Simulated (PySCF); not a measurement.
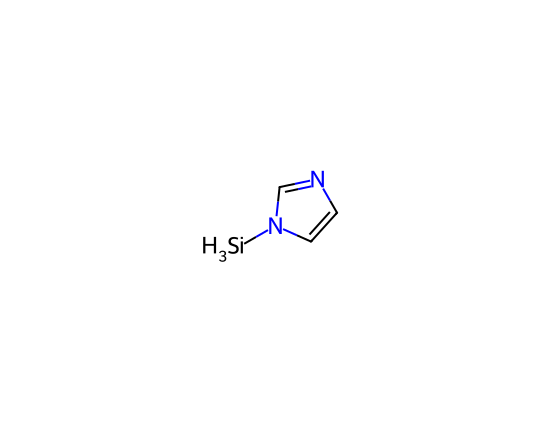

Skeletal drawing of a molecule.

**Transcribe the drawing into SMILES.**

[SiH3]n1ccnc1

**What is the molecular formula?**

C3H6N2Si.

**An optimisation with PBE0-D3(BJ)/def2-SVP gave a structure of which point group?**

Cs.

The parts below concern this one geometry. Atoms keep their numbers from picture to picture. The computed structure is the end point of a PBE0-D3(BJ)/def2-SVP optimisation. No frequency run is at hand to confirm it as a minimum.

**Geometry**

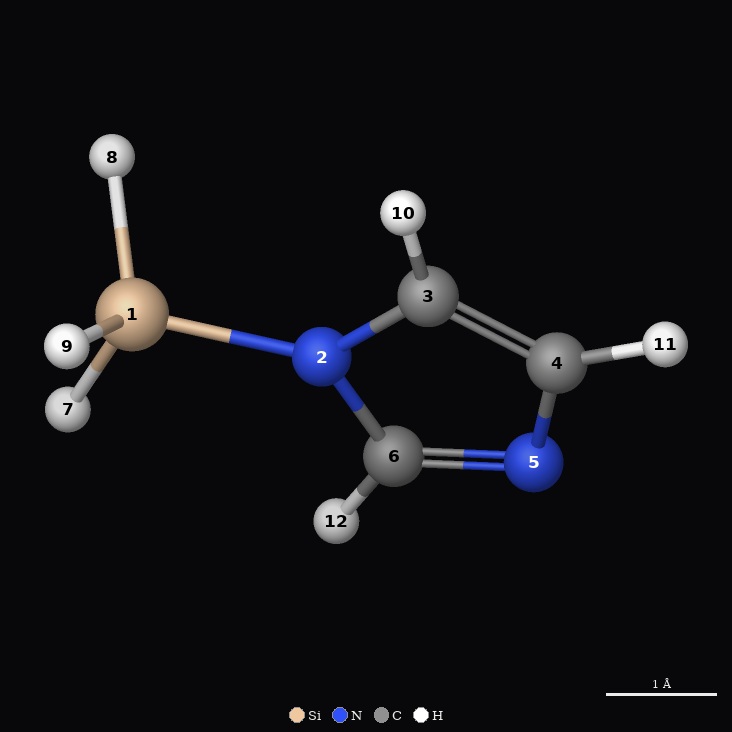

Atoms carry their numbers in the input. No frequency run is at hand to confirm it as a minimum.

Give the bond lengths.

```tsv
bond	length (Å)	order
Si1–N2	1.776	single
Si1–H7	1.487	single
Si1–H8	1.489	single
Si1–H9	1.489	single
N2–C3	1.383	aromatic
N2–C6	1.375	aromatic
C3–C4	1.371	aromatic
C3–H10	1.088	single
C4–N5	1.369	aromatic
C4–H11	1.089	single
N5–C6	1.304	aromatic
C6–H12	1.091	single
```

**Ring current**

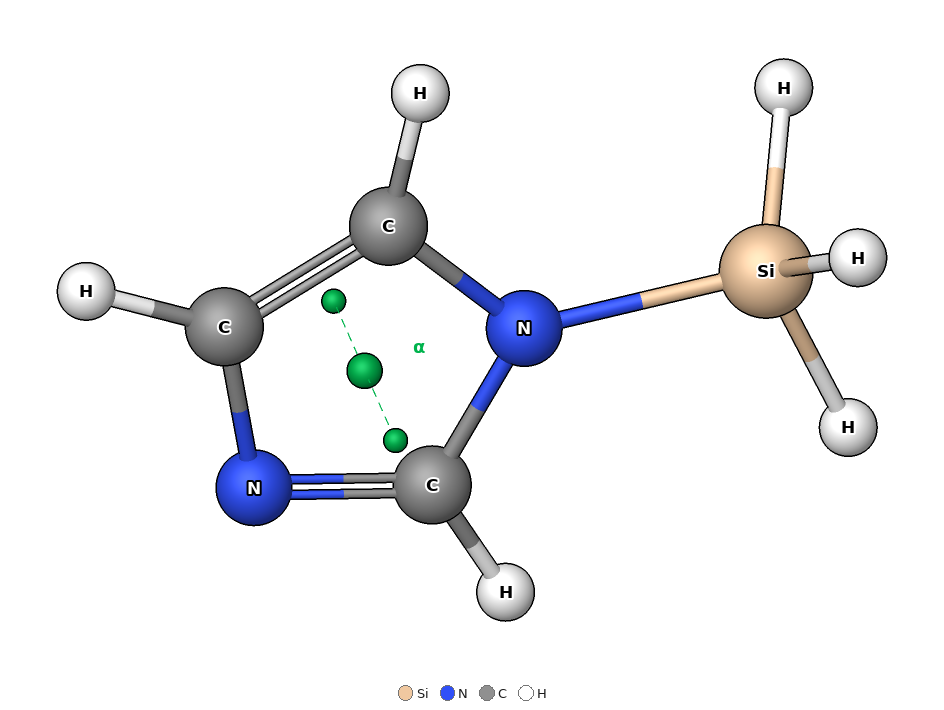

The small points mark where nucleus-independent chemical shifts (NICS) were computed: at the centre of each lettered ring and 1 Å above and below it. No frequency run is at hand to confirm it as a minimum. Level of theory: GIAO PBE0/pcSseg-1 NMR shielding, non-relativistic, IEF-PCM chloroform (PySCF 2.14.0).

Give NICS(0), NICS(1) and the out-of-plane component NICS(1)zz for each ring (means of the two sides).

| ring | members | NICS(0) | NICS(1) | NICS(1)zz |
| --- | --- | --- | --- | --- |
| α | C3N2 | −12.8 | −11.4 | −31.1 |

Values in ppm.

**What do the values say about the ring currents?**

Ring α: diatropic, as in an aromatic ring. NICS is one index among several.

**Dipole moment**

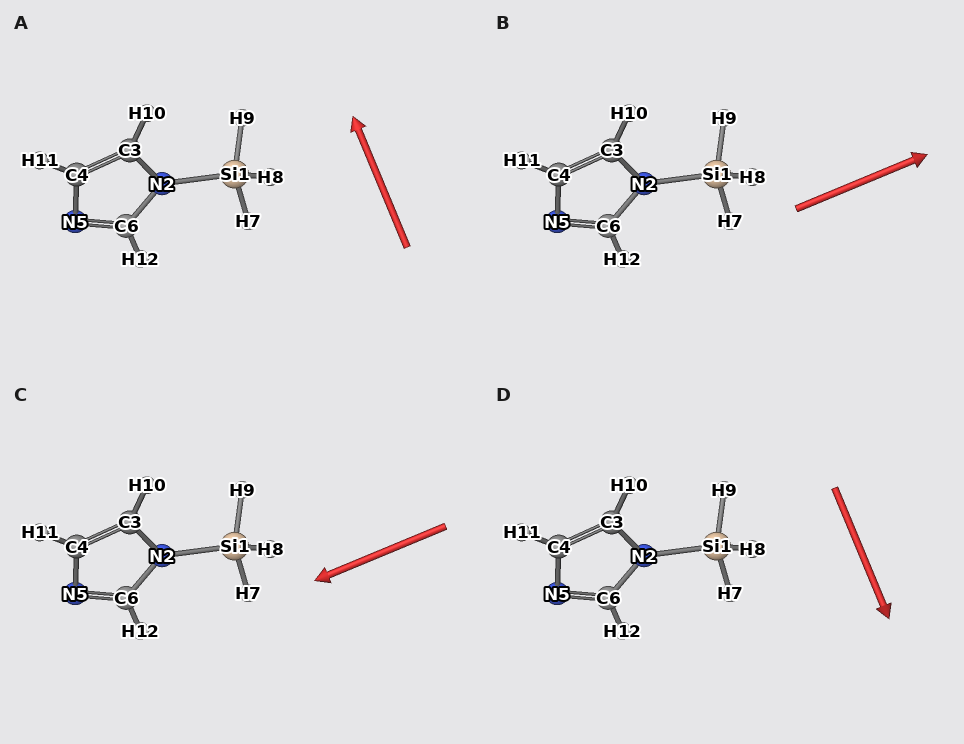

The same molecule four times, each with an arrow. No frequency run is at hand to confirm it as a minimum. Method: PBE0/pcSseg-1 in chloroform (IEF-PCM) (PySCF 2.14.0).

**Which arrow points along the dipole moment, from the negative to the positive end?**

B. The dipole moment is 4.40 D; it points from the side of H11 to the side of H8, H9 (the outermost atoms at the two ends).

**NMR shielding**

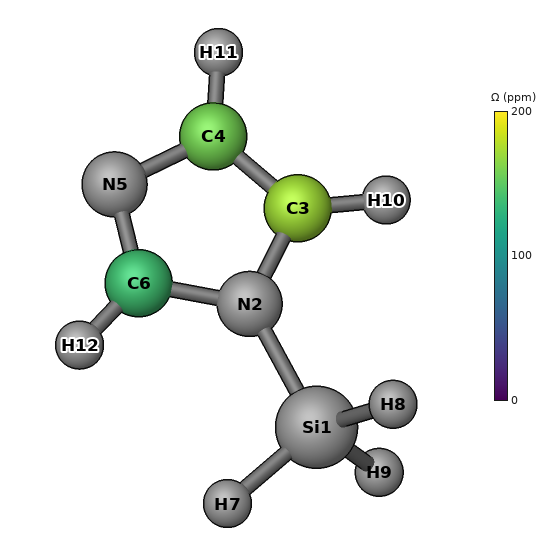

The C atoms are coloured by the span of their shielding tensor. No frequency run is at hand to confirm it as a minimum. Method: GIAO PBE0/pcSseg-1 NMR shielding, non-relativistic, IEF-PCM dimethylsulfoxide (PySCF 2.14.0). Principal shieldings σ11 ≤ σ22 ≤ σ33, span Ω = σ33 − σ11, skew κ = 3(σiso − σ22)/Ω.

Give the shielding tensors of the C atoms.

```
atom    σ11   σ22    σ33  σiso      Ω      κ
  C3  −31.2  59.6  140.3  56.2  171.6  −0.06
  C4  −33.1  51.2  124.8  47.6  157.9  −0.07
  C6  −36.9  45.5  102.4  37.0  139.3  −0.18
```

Shieldings and span in ppm.
